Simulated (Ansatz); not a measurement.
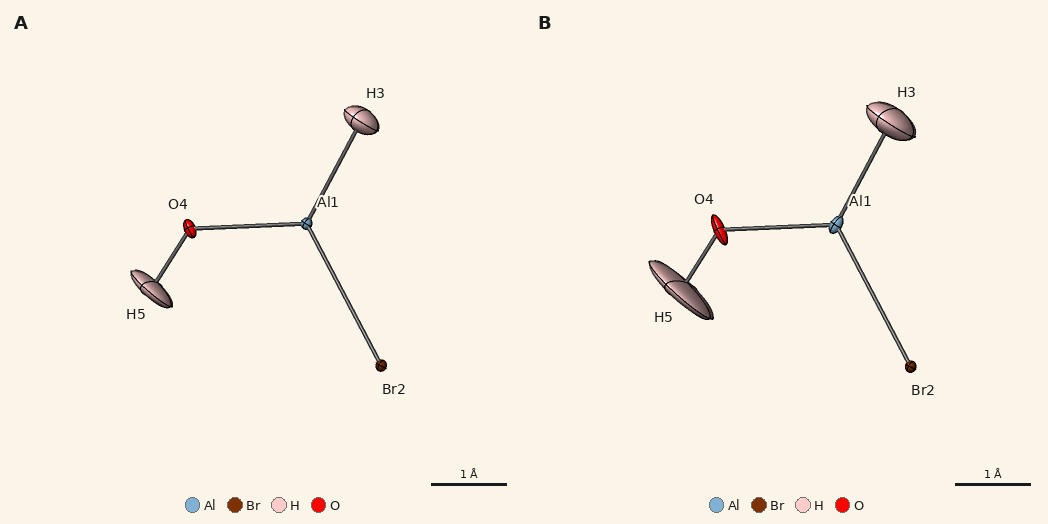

Displacement ellipsoids at the 50 % level, from the internal vibrations of the free molecule (harmonic, no overall translation or rotation; no half-axis is drawn under 0.075 Å). Vibrations computed with RKS PBE0-D4/def2-TZVP (Ansatz 0.2.0). One panel is for 298 K, the other for 900 K.

Which panel is for 900 K?

Answer. B.

How much does the mean-square displacement of O4 grow, and why?

Answer. U_eq goes from 0.0030 to 0.0080 Å², a factor of 2.7. Modes below kT (626 cm⁻¹ at 900 K) grow about in proportion to T, and the lowest lies at 177 cm⁻¹; the mean-square amplitude of a mode is its zero-point value times coth(ħω/2kT), which comes close to 1 only above about 3kT.
